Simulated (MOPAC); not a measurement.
**CH5AlO: geometry relaxation (part 2 of 2)**

Continued. System: CH5AlO, SMILES [CH3][AlH][OH]. Method: PM6-D3H4X, closed shell, dispersion D3H4X (MOPAC 23.2.5). The atoms were displaced at random from an optimised geometry.

Geometry of the input (Å):
```
C  -0.7754  0.9874  -0.0642
Al 0.5717  -0.3951  -0.2391
O  0.5390  -1.6909  0.8597
H  -0.3270  1.9424  0.1410
H  -1.4822  0.7365  0.7204
H  -1.3455  1.1144  -1.0070
H  1.7146  -0.3675  -1.3687
H  1.1808  -2.4034  0.8679
```

Output, continued:
```
           Empirical Formula: C H5 O Al  =     8 atoms

      MOLECULAR POINT GROUP   :   Cs

                  EIGENVALUES
 -27.92637 -23.78359 -16.78011 -14.61708 -13.56467 -13.35616 -12.11772 -11.48087
 -10.92648   1.73393   2.85197   4.53156   5.64554   6.27312   6.28639   6.74391
   7.24567 100.24778 100.32994 100.47816 102.21147 102.29448

              NET ATOMIC CHARGES AND DIPOLE CONTRIBUTIONS

  ATOM NO.   TYPE          CHARGE      No. of ELECS.   s-Pop       p-Pop       d-Pop
    1          C          -0.709701        4.7097     1.11204     3.59766
    2         Al           0.666136        2.3339     0.94883     1.33121     0.05382
    3          O          -0.660749        6.6607     1.82096     4.83979
    4          H           0.166125        0.8339     0.83387
    5          H           0.177257        0.8227     0.82274
    6          H           0.166097        0.8339     0.83390
    7          H          -0.116442        1.1164     1.11644
    8          H           0.311277        0.6887     0.68872
 DIPOLE           X         Y         Z       TOTAL
 POINT-CHG.     1.254     0.481    -1.568     2.064
 HYBRID        -0.098    -0.163     0.224     0.294
 SUM            1.156     0.318    -1.344     1.801

          ATOMIC ORBITAL ELECTRON POPULATIONS

     Atom    s        px        py        pz      x^2-y^2     xz        z^2       yz        xy
    1  C   1.11204   1.21802   1.20714   1.17249
    2 Al   0.94883   0.49266   0.42800   0.41056   0.01137   0.01065   0.00772   0.01186   0.01223
    3  O   1.82096   1.60619   1.53306   1.70053
    4  H   0.83387
    5  H   0.82274
    6  H   0.83390
    7  H   1.11644
    8  H   0.68872

 *                    *
 * JOB ENDED NORMALLY *
 *                    *

 TOTAL JOB TIME:             0.12 SECONDS

 == MOPAC DONE ==
```

Trajectory as extended XYZ (Å, eV, eV/Å), 13 of the 44 frames kept, from step=0 to step=43:
```
8
Properties=species:S:1:pos:R:3:forces:R:3 step=0 energy=-1.69391
C    -0.7754    0.9874   -0.0642   -0.4579  -0.1101  -0.5659
Al    0.5717   -0.3951   -0.2391    1.0518   1.0368  -1.8687
O     0.5390   -1.6909    0.8597   -0.6602  -1.1199   1.5496
H    -0.3270    1.9424    0.1410    0.7333   0.7242   0.3242
H    -1.4822    0.7365    0.7204   -0.2918  -0.3992   0.6161
H    -1.3455    1.1144   -1.0070    0.0605  -0.3266  -0.3118
H     1.7146   -0.3675   -1.3687   -0.7239   0.0003   0.7020
H     1.1808   -2.4034    0.8679    0.2882   0.1946  -0.4456
8
Properties=species:S:1:pos:R:3:forces:R:3 step=4 energy=-1.85833
C    -0.7834    0.9887   -0.0731    0.0236   0.0025   0.0615
Al    0.5824   -0.3824   -0.2601    0.0560  -0.0650   0.0180
O     0.5194   -1.6976    0.9018   -0.1238   0.1722  -0.0458
H    -0.3019    1.9518    0.1718    0.1739   0.0595   0.0187
H    -1.4720    0.7050    0.7441   -0.0159  -0.1557   0.0960
H    -1.3392    1.0842   -1.0199   -0.0238  -0.0814  -0.1823
H     1.7064   -0.3720   -1.3540   -0.1470  -0.0371   0.1609
H     1.1980   -2.3904    0.7831    0.0572   0.1050  -0.1271
8
Properties=species:S:1:pos:R:3:forces:R:3 step=7 energy=-1.86878
C    -0.7821    0.9893   -0.0724   -0.0217  -0.0655  -0.0013
Al    0.5793   -0.3806   -0.2549   -0.0306   0.0607   0.0017
O     0.5152   -1.6909    0.9031   -0.0222   0.0006  -0.0175
H    -0.2863    1.9485    0.1669    0.0216   0.0283   0.0115
H    -1.4640    0.6850    0.7489    0.0099   0.0080  -0.0027
H    -1.3335    1.0652   -1.0301    0.0021   0.0017   0.0015
H     1.7005   -0.3850   -1.3383    0.0169  -0.0163  -0.0132
H     1.2027   -2.3730    0.7432    0.0238  -0.0175   0.0200
8
Properties=species:S:1:pos:R:3:forces:R:3 step=11 energy=-1.86914
C    -0.7830    0.9879   -0.0715    0.0179  -0.0028  -0.0008
Al    0.5803   -0.3785   -0.2554    0.0035  -0.0048  -0.0177
O     0.5130   -1.6909    0.9005   -0.0172  -0.0061   0.0041
H    -0.2846    1.9478    0.1681   -0.0081   0.0010   0.0003
H    -1.4628    0.6845    0.7510   -0.0004   0.0010  -0.0014
H    -1.3334    1.0637   -1.0296   -0.0064   0.0054   0.0071
H     1.7015   -0.3902   -1.3402   -0.0015  -0.0018   0.0068
H     1.2055   -2.3706    0.7513    0.0122   0.0081   0.0017
8
Properties=species:S:1:pos:R:3:forces:R:3 step=14 energy=-1.86933
C    -0.7818    0.9874   -0.0704   -0.0036   0.0022  -0.0016
Al    0.5807   -0.3792   -0.2580    0.0004   0.0011  -0.0031
O     0.5096   -1.6908    0.8989   -0.0046  -0.0020  -0.0006
H    -0.2857    1.9481    0.1706    0.0006  -0.0080  -0.0004
H    -1.4613    0.6817    0.7518    0.0069  -0.0001   0.0033
H    -1.3355    1.0652   -1.0263   -0.0002   0.0033  -0.0042
H     1.7043   -0.3924   -1.3403   -0.0043   0.0005   0.0062
H     1.2117   -2.3631    0.7607    0.0047   0.0029   0.0003
8
Properties=species:S:1:pos:R:3:forces:R:3 step=18 energy=-1.86936
C    -0.7818    0.9873   -0.0704   -0.0008  -0.0004  -0.0002
Al    0.5805   -0.3793   -0.2587   -0.0011  -0.0007   0.0002
O     0.5084   -1.6910    0.8981   -0.0007  -0.0010   0.0000
H    -0.2852    1.9474    0.1712    0.0031  -0.0009  -0.0004
H    -1.4594    0.6806    0.7531   -0.0014   0.0015   0.0000
H    -1.3362    1.0665   -1.0257   -0.0010  -0.0002  -0.0001
H     1.7052   -0.3930   -1.3394    0.0001   0.0016   0.0004
H     1.2148   -2.3597    0.7642    0.0018   0.0001   0.0001
8
Properties=species:S:1:pos:R:3:forces:R:3 step=22 energy=-1.86937
C    -0.7819    0.9874   -0.0705    0.0001   0.0003   0.0002
Al    0.5800   -0.3797   -0.2586   -0.0004  -0.0001   0.0004
O     0.5084   -1.6917    0.8978   -0.0002  -0.0008  -0.0003
H    -0.2835    1.9469    0.1702   -0.0010   0.0008  -0.0001
H    -1.4595    0.6820    0.7533    0.0002   0.0009   0.0001
H    -1.3368    1.0667   -1.0256    0.0004  -0.0005   0.0000
H     1.7055   -0.3912   -1.3385    0.0002  -0.0004   0.0002
H     1.2166   -2.3588    0.7651    0.0008  -0.0002  -0.0003
8
Properties=species:S:1:pos:R:3:forces:R:3 step=25 energy=-1.86937
C    -0.7819    0.9876   -0.0706    0.0001   0.0002  -0.0002
Al    0.5799   -0.3796   -0.2583    0.0009   0.0003   0.0001
O     0.5086   -1.6921    0.8977   -0.0008  -0.0004  -0.0001
H    -0.2837    1.9474    0.1694   -0.0001  -0.0004  -0.0002
H    -1.4596    0.6830    0.7535    0.0008   0.0000   0.0001
H    -1.3367    1.0661   -1.0257   -0.0007   0.0001  -0.0003
H     1.7054   -0.3913   -1.3381   -0.0006   0.0001   0.0006
H     1.2169   -2.3591    0.7644    0.0004   0.0000   0.0000
8
Properties=species:S:1:pos:R:3:forces:R:3 step=29 energy=-1.86938
C    -0.7819    0.9877   -0.0707   -0.0004   0.0000   0.0002
Al    0.5799   -0.3795   -0.2580   -0.0006  -0.0002  -0.0008
O     0.5085   -1.6924    0.8975   -0.0003   0.0002   0.0001
H    -0.2837    1.9477    0.1686    0.0000  -0.0002  -0.0001
H    -1.4593    0.6834    0.7537    0.0004   0.0002   0.0005
H    -1.3371    1.0657   -1.0256    0.0002  -0.0004   0.0000
H     1.7054   -0.3911   -1.3380    0.0008   0.0002   0.0002
H     1.2172   -2.3590    0.7644   -0.0001   0.0001  -0.0001
8
Properties=species:S:1:pos:R:3:forces:R:3 step=32 energy=-1.86938
C    -0.7819    0.9878   -0.0707   -0.0003  -0.0004   0.0000
Al    0.5799   -0.3795   -0.2579   -0.0006  -0.0002  -0.0001
O     0.5083   -1.6928    0.8972    0.0006   0.0005   0.0000
H    -0.2836    1.9479    0.1675    0.0000   0.0003   0.0000
H    -1.4588    0.6842    0.7544    0.0002   0.0001   0.0002
H    -1.3377    1.0650   -1.0254   -0.0001  -0.0003   0.0004
H     1.7057   -0.3905   -1.3374    0.0014   0.0000  -0.0004
H     1.2178   -2.3587    0.7646   -0.0010   0.0000  -0.0001
8
Properties=species:S:1:pos:R:3:forces:R:3 step=36 energy=-1.86938
C    -0.7818    0.9877   -0.0706   -0.0009   0.0003  -0.0003
Al    0.5812   -0.3785   -0.2565    0.0005   0.0009  -0.0002
O     0.5060   -1.6946    0.8949    0.0013  -0.0001   0.0005
H    -0.2844    1.9511    0.1558    0.0009  -0.0004   0.0000
H    -1.4525    0.6894    0.7615   -0.0002  -0.0001  -0.0008
H    -1.3439    1.0551   -1.0224   -0.0031   0.0012   0.0008
H     1.7100   -0.3857   -1.3330    0.0022  -0.0016   0.0004
H     1.2162   -2.3600    0.7633   -0.0007  -0.0002  -0.0005
8
Properties=species:S:1:pos:R:3:forces:R:3 step=39 energy=-1.86939
C    -0.7818    0.9874   -0.0705   -0.0001  -0.0004   0.0000
Al    0.5829   -0.3772   -0.2553   -0.0010   0.0004  -0.0008
O     0.5033   -1.6963    0.8925    0.0014   0.0000   0.0008
H    -0.2852    1.9541    0.1429    0.0012   0.0016   0.0004
H    -1.4451    0.6946    0.7692   -0.0014  -0.0003   0.0015
H    -1.3521    1.0447   -1.0181   -0.0025   0.0009  -0.0019
H     1.7157   -0.3811   -1.3276    0.0022  -0.0017   0.0009
H     1.2140   -2.3613    0.7621    0.0001  -0.0006  -0.0010
8
Properties=species:S:1:pos:R:3:forces:R:3 step=43 energy=-1.86940
C    -0.7820    0.9875   -0.0707    0.0000  -0.0001   0.0000
Al    0.5839   -0.3762   -0.2541    0.0000   0.0000   0.0000
O     0.5018   -1.6979    0.8906   -0.0001  -0.0001   0.0000
H    -0.2858    1.9568    0.1319    0.0000   0.0001   0.0000
H    -1.4394    0.6999    0.7756    0.0000   0.0000   0.0001
H    -1.3590    1.0364   -1.0148    0.0001  -0.0001  -0.0001
H     1.7209   -0.3780   -1.3219   -0.0001   0.0001   0.0000
H     1.2122   -2.3630    0.7595    0.0000   0.0000   0.0000
```

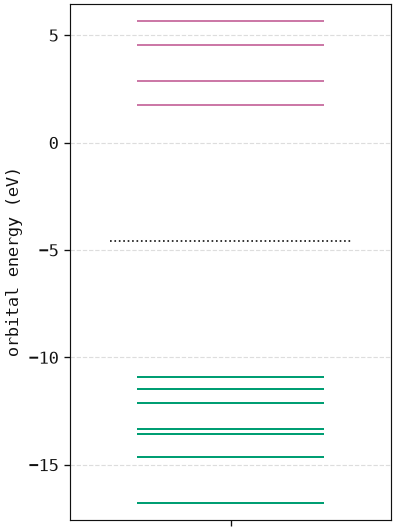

Figure 1. Orbital energies near the frontier; the dotted line parts filled from empty levels, and levels within 0.02 eV of each other stand side by side. Highest filled −10.93 eV, lowest empty 1.73 eV, 12.66 eV apart.

Summary:

| quantity | value |
| --- | --- |
| outcome | converged |
| total energy | −19.602614 hartree |
| dispersion energy | −0.000667 hartree |
| heat of formation | −43.11 kcal/mol |
| basis functions | 22 |
| largest force | 0.000 eV/Å |
| HOMO | −10.93 eV |
| LUMO | 1.73 eV |
| dipole moment | 1.80 D |
| peak memory | 0.086 GiB |

Remarks:

MOPAC's energies along a path are heats of formation.
